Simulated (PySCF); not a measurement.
Input

```
{"job": {"kind": "nmr", "xc": "PBE0", "basis": "pcSseg-1"}, "charge": 0, "multiplicity": 1}
C      2.176849    -2.927276     0.160842
C      1.692434    -1.890740    -0.203518
C      1.130249    -0.619084    -0.595652
Al     1.375098     0.667959     0.928723
C      0.188633     2.235535     0.595793
C     -1.148863     1.727143     0.010193
C     -0.995820     0.699812    -1.117393
C     -0.412776    -0.673627    -0.732560
C     -1.022903    -1.219061     0.549852
H      2.596677    -3.841882     0.457462
H      1.551400    -0.356402    -1.577372
H      2.222876     0.318576     2.168088
H     -0.035042     2.888339     1.450644
H      0.648135     2.900034    -0.155276
H     -1.714352     2.573879    -0.394614
H     -1.756601     1.296530     0.808164
H     -0.368749     1.132329    -1.901907
H     -1.988636     0.533758    -1.546980
H     -0.665480    -1.366958    -1.547251
H     -0.746219    -2.262137     0.685228
H     -2.107928    -1.138588     0.545444
H     -0.629391    -0.658753     1.411241
```

Run with:

```sh
OMP_NUM_THREADS=1 python probes_run.py task.json out
```

Geometry: GFN2-xTB.

The calculation used PBE0/pcSseg-1, SCF density, gas phase, non-relativistic in PySCF 2.14.0.

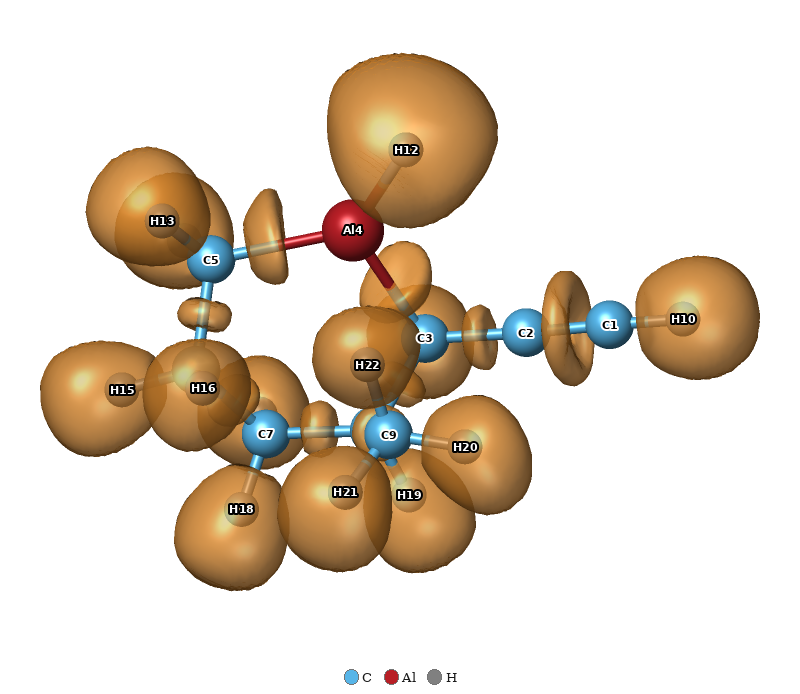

C8H13Al. Isosurface of the ELF at 0.85 (orange), seen across its widest extent. Core shells and regions of very low density are left out.

Where are the electrons localised?

At this value the surface marks out two regions between bonded Al–C atoms (shared pairs), seven regions between bonded C–C atoms (shared pairs) and 13 regions around hydrogen nuclei. Profiles from the grid: C–C (1.20 Å): the ELF peaks at about 0.85 between the atoms; a multiple bond. C–Al (1.99 Å): the ELF peaks at about 0.95 between the atoms; a polar covalent bond.
